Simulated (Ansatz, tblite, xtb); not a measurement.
# How methods differ on CH6GeS (SMILES C[S][GeH3])

CH6GeS: 9 atoms, total charge 0, spin state singlet. As SMILES, `C[S][GeH3]`. Geometry: relaxed at PBE0-D4/def2-TZVP.

```xyz
9

C    -0.7314    1.0346   -0.8848
S     0.9958    0.4930   -0.7751
Ge    0.7932   -1.0105    0.8344
H    -1.3884    0.2112   -1.1663
H    -0.7720    1.7963   -1.6634
H    -1.0695    1.4753    0.0536
H     2.1921   -1.5929    1.0684
H    -0.1913   -2.1126    0.4016
H     0.2600   -0.3407    2.1143
```

Quantity: the dipole moment, in D. The values are calculated.

| level | kind | program | value (D) | CPU time |
| --- | --- | --- | --- | --- |
| GFN2-xTB | semi-empirical | tblite | 2.17 | under 2 s |
| GFN1-xTB | semi-empirical | tblite | 1.68 | under 2 s |
| IPEA1-xTB | semi-empirical | tblite | 2.45 | under 2 s |
| GFN0-xTB | semi-empirical | xtb | 1.92 | under 2 s |
| HF/STO-3G | Hartree–Fock | Ansatz | 1.00 | 1.2 s |
| HF/3-21G | Hartree–Fock | Ansatz | 2.26 | 1.7 s |
| HF/def2-SVP | Hartree–Fock | Ansatz | 1.59 | 5.3 s |
| HF/def2-TZVP | Hartree–Fock | Ansatz | 1.56 | 17 s |
| BLYP/def2-TZVP | GGA | Ansatz | 1.32 | 21 s |
| B3LYP/3-21G | global hybrid | Ansatz | 1.95 | 6 s |

All-electron rows without a relativistic Hamiltonian named are non-relativistic. The values span 1.00 to 2.45 D. Magnitudes only: a small dipole may point the other way at some levels. Sets without polarisation functions give poor dipoles. CPU times are rough (shared hosts, several kinds of processor): they show what a rung costs within a factor of a few.

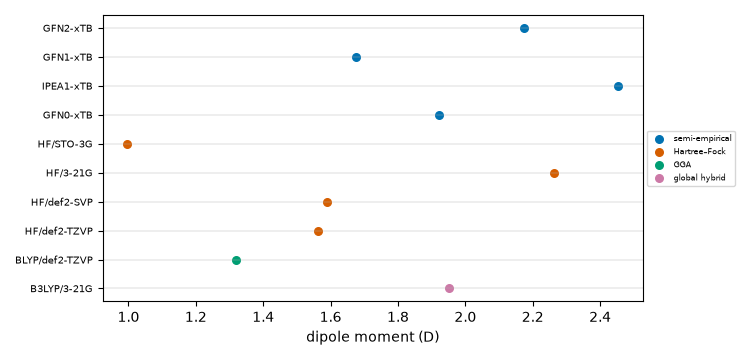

The values of the table, level by level.
